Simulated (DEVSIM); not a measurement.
Structure: illuminated Si n-on-p cell, one wavelength, at 300 K.

| layer (left to right) | material | thickness (μm) | Nd (cm⁻³) | Na (cm⁻³) | τn (s) | τp (s) | absorption coefficient (cm⁻¹) |
|---|---|---|---|---|---|---|---|
| 1 | Si | 0.0570 | 1.5e18 | - | 3.8e-9 | 1.9e-7 | 56000 |
| 2 | Si | 66.0 | - | 9.4e15 | 2.1e-7 | 2.1e-7 | 56000 |

Left contact: ohmic, minority hole recombination velocity 200 cm/s. Right contact: ohmic, minority electron recombination velocity 80 cm/s. Voltage is applied to the left contact. Recombination: SRH at mid-gap, radiative, Auger. Light enters at the left, 1.6e15 photons cm⁻² s⁻¹, one pass, no reflection. Mobility is constant in doping.

Constants are typed, rounded textbook-type inputs, not results; the design itself was drawn at random and stands for no fabricated device. Values at 300 K.

| parameter | Si |
|---|---|
| gap (eV) | 1.124 |
| affinity (eV) | 4.05 |
| permittivity | 11.7 |
| Nc (cm⁻³) | 2.86e19 |
| Nv (cm⁻³) | 3.1e19 |
| μn (cm²/Vs) | 1417 |
| μp (cm²/Vs) | 470 |
| B (cm³/s) | 4.7e-15 |
| Cn (cm⁶/s) | 2.8e-31 |
| Cp (cm⁶/s) | 9.9e-32 |

Model (solved in DEVSIM): 1D drift-diffusion, Boltzmann statistics, complete ionisation; no tunnelling, impact ionisation, image-force lowering or self-heating.

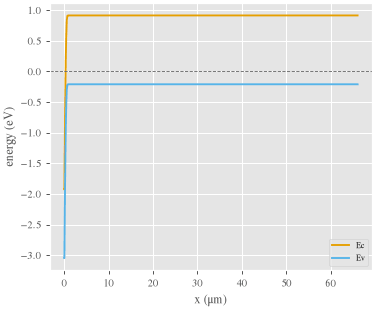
*Band edges at 2.0 V on the left contact, in the dark*

Energies count from the Fermi level of the right contact; mesh points crowd at the junctions.

| x (μm) | Ec (eV) | Ev (eV) | n (cm⁻³) | p (cm⁻³) | field (V/cm) |
|---|---|---|---|---|---|
| 0.000 | -1.924 | -3.048 | 1.5e18 | < 1e2 | ≈ 0 |
| 0.01880 | -1.924 | -3.048 | 1.5e18 | < 1e2 | ≈ 0 |
| 0.03855 | -1.923 | -3.047 | 1.5e18 | < 1e2 | 770 |
| 0.05633 | -1.884 | -3.008 | 3.2e17 | < 1e2 | 95000 |
| 0.09436 | -1.550 | -2.674 | 7.7e11 | < 1e2 | 84000 |
| 0.1609 | -1.022 | -2.146 | 8500 | 4400 | 75000 |
| 0.2995 | -0.128 | -1.252 | 5700 | 21000 | 54000 |
| 0.7425 | 0.911 | -0.213 | < 1e2 | 8.3e15 | 810 |
| 1.452 | 0.915 | -0.209 | 340 | 9.4e15 | ≈ 0 |
| 2.991 | 0.915 | -0.209 | 970 | 9.4e15 | ≈ 0 |
| 6.197 | 0.915 | -0.209 | 2200 | 9.4e15 | ≈ 0 |
| 16.44 | 0.915 | -0.209 | 5200 | 9.4e15 | ≈ 0 |
| 33.06 | 0.915 | -0.209 | 8200 | 9.4e15 | ≈ 0 |
| 50.23 | 0.915 | -0.209 | 9700 | 9.4e15 | ≈ 0 |
| 59.88 | 0.915 | -0.209 | 10000 | 9.4e15 | ≈ 0 |
| 63.10 | 0.915 | -0.209 | 10000 | 9.4e15 | ≈ 0 |
| 64.65 | 0.915 | -0.209 | 10000 | 9.4e15 | ≈ 0 |
| 65.40 | 0.915 | -0.209 | 10000 | 9.4e15 | ≈ 0 |
| 65.82 | 0.915 | -0.209 | 10000 | 9.4e15 | ≈ 0 |
| 65.95 | 0.915 | -0.209 | 10000 | 9.4e15 | ≈ 0 |
| 66.02 | 0.915 | -0.209 | 10000 | 9.4e15 | ≈ 0 |
| 66.06 | 0.915 | -0.209 | 10000 | 9.4e15 | ≈ 0 |
